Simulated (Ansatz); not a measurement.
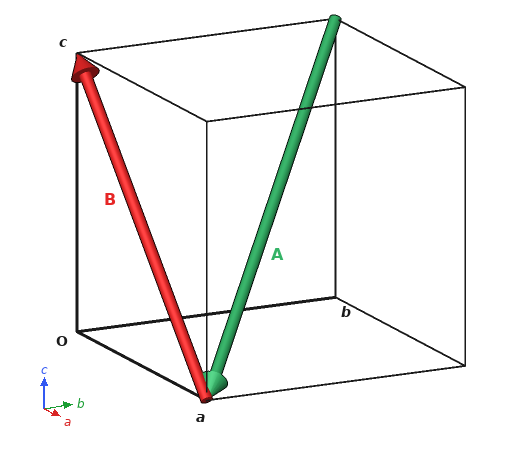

Each arrow starts at a corner of the unit cell and ends on its surface; where a tip isn't a corner, dashed lines run from it parallel to the axes. Crystal: LiSe6, the end point of a relaxation with Ansatz 0.2.0, DFT PBE, scalar-relativistic, plane waves, PAW; the starting structure was generated, so it need not be a known form of this composition. The drawing is computed from the coordinates (standard cell, symmetry found to 0.002 Å).

a = 6.731 Å, b = 6.731 Å, c = 6.731 Å, α = 90.00°, β = 90.00°, γ = 90.00°.

Which lattice directions are drawn?

Arrow A runs from (0, 1, 1) to (1, 0, 0), so [1 −1 −1]; Arrow B runs from (1, 0, 0) to (0, 0, 1), so [−1 0 1].

How long is the vector ua + vb + wc in each case, and what angles do the directions make?

A 11.659 Å; B 9.520 Å. A–B: 144.7°.

In Pm-3m (No. 221), how many directions are equivalent to A (Laue class m-3m, both senses counted)?

8.
